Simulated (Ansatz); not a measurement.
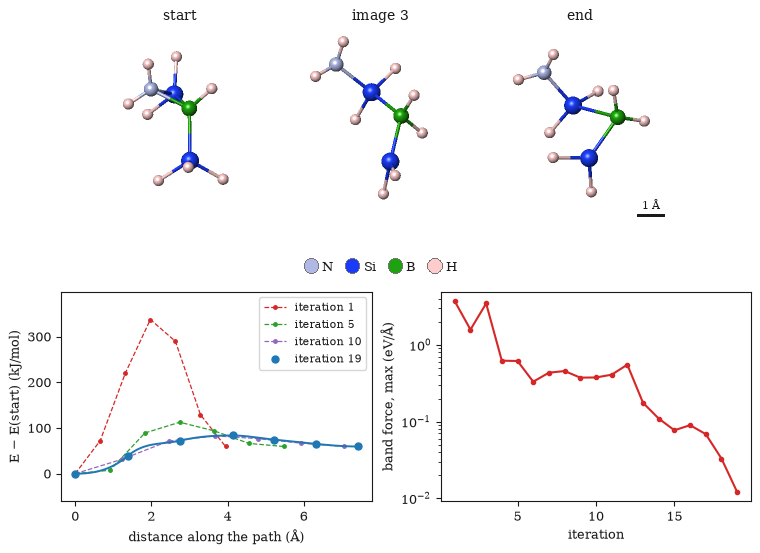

NEB run on BSi₂NH₈. Images are numbered from 0 (start) to 6 (end). The plot follows the band through its iterations. Style: ball-and-stick. Shown from a free direction.

Theory: Ansatz, RKS BLYP/def2-SVP.

Input
```yaml
crystal:
  periodic: [false, false, false]
  atoms:
    - { symbol: "N", position_ang: [-0.345555, 1.315468, -0.110048] }
    - { symbol: Si, position_ang: [-1.680267, -0.037779, -0.478823] }
    - { symbol: B, position_ang: [0.320181, -0.041164, -0.668222] }
    - { symbol: Si, position_ang: [1.422066, -1.147613, 0.614944] }
    - { symbol: H, position_ang: [-0.184765, 1.57892, 0.869997] }
    - { symbol: H, position_ang: [-0.304475, 2.150489, -0.706717] }
    - { symbol: H, position_ang: [-2.415219, -0.190977, 0.82327] }
    - { symbol: H, position_ang: [-2.604921, 0.628169, -1.459503] }
    - { symbol: H, position_ang: [0.682079, 0.070433, -1.823187] }
    - { symbol: H, position_ang: [1.448023, -2.602578, 0.229734] }
    - { symbol: H, position_ang: [0.879156, -1.081254, 2.026128] }
    - { symbol: H, position_ang: [2.860795, -0.697313, 0.716527] }
basis:
  gaussian: { orbitals: def2-SVP }
hamiltonian:
  xc: blyp
neb:
  order_check: false
  images: 5
  f_tol: 0.03
  max_iterations: 60
  initial_path: linear
  final_atoms:
    - { symbol: "N", position_ang: [-0.76551086, 1.87585928, -0.28778729] }
    - { symbol: Si, position_ang: [-0.94155077, 0.16168305, 0.00724881] }
    - { symbol: B, position_ang: [0.73376718, -1.03776295, -0.93904804] }
    - { symbol: Si, position_ang: [1.30690265, -1.10148346, 0.86821744] }
    - { symbol: H, position_ang: [-0.57489188, 2.49169124, 0.50745475] }
    - { symbol: H, position_ang: [-0.24184767, 2.18769819, -1.11049834] }
    - { symbol: H, position_ang: [-1.4377469, 0.04280443, 1.42383499] }
    - { symbol: H, position_ang: [-1.9917658, -0.45115284, -0.871226] }
    - { symbol: H, position_ang: [1.11369607, -0.14776588, -1.67637163] }
    - { symbol: H, position_ang: [0.20871641, -2.03332532, -1.39162755] }
    - { symbol: H, position_ang: [0.83745605, -2.12553474, 1.86396] }
    - { symbol: H, position_ang: [1.82987353, 0.08208999, 1.63994285] }
```

Launched with:
```bash
ansatz run input.yaml --threads 2 --pin off --max-ram 3072MiB --backend cpu --events-out ev --progress --plain --runs-dir out
```

### Judge this run.

The run is converged, with reservations. The band converged in 19 iterations. The largest component of the band force went from 3.7 to 0.012 eV/Å. The climbing image converged on the top of the path. Its curvatures weren't checked. The straight starting path can push atoms close together and costs iterations. The first iteration put the highest image at 337.6 kJ/mol. The highest point, image 3, lies 83.7 kJ/mol above the start and 24.2 kJ/mol above the end; the end is at +59.6 kJ/mol relative to the start.

Cost: 94 s on 2 threads of Intel(R) Xeon(R) 6975P-C (Granite Rapids), with other jobs on the host, peak memory 0.15 GiB.
